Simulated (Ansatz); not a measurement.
CaI3 (space group P4/mmm, No. 123). Coordinates: coordinates from a relaxation with Ansatz, DFT PBE, scalar-relativistic, plane waves, PAW; the starting structure was generated, so it need not be a known form of this composition.

```cif
data_structure
_symmetry_space_group_name_H-M 'P4/mmm'
_symmetry_Int_Tables_number 123
_cell_length_a 4.4777
_cell_length_b 4.4777
_cell_length_c 10.6537
_cell_angle_alpha 90.000
_cell_angle_beta 90.000
_cell_angle_gamma 90.000
_cell_volume 213.60
loop_
_atom_site_label
_atom_site_type_symbol
_atom_site_symmetry_multiplicity
_atom_site_Wyckoff_symbol
_atom_site_fract_x
_atom_site_fract_y
_atom_site_fract_z
_atom_site_occupancy
Ca1 Ca 1 b 0.00000 0.00000 0.50000 1
I1 I 2 g 0.00000 0.00000 0.78507 1
I2 I 1 d 0.50000 0.50000 0.50000 1
```

Describe how the polyhedra about Ca are linked (bonds: Ca–I below 3.6 Å).

Ca: CaI6 octahedron, sharing corners with four neighbours and edges with four neighbours.

They form layers of corner- and edge-sharing octahedra parallel to (001).

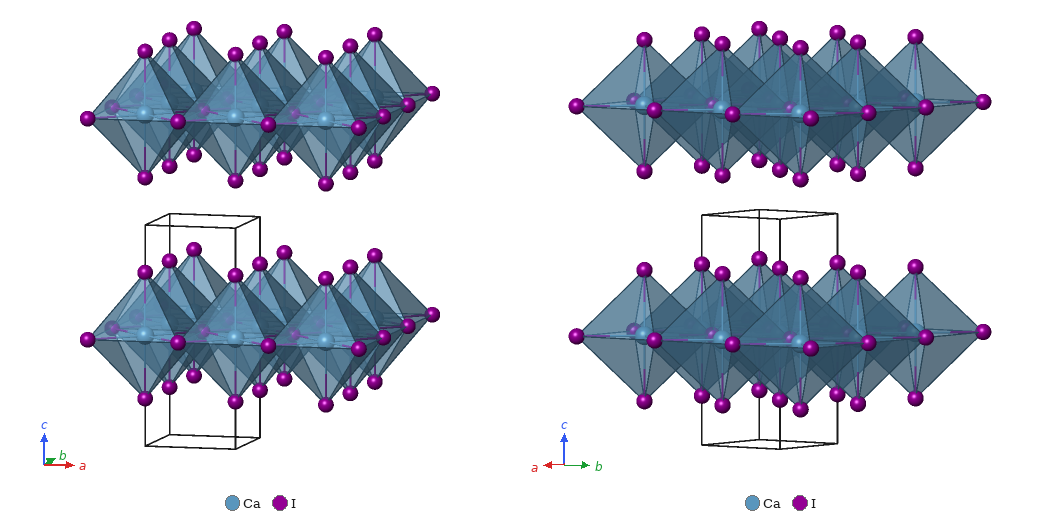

Polyhedra are drawn about Ca (bonds: Ca–I below 3.6 Å); other atoms are plain spheres. Two views of the same piece.
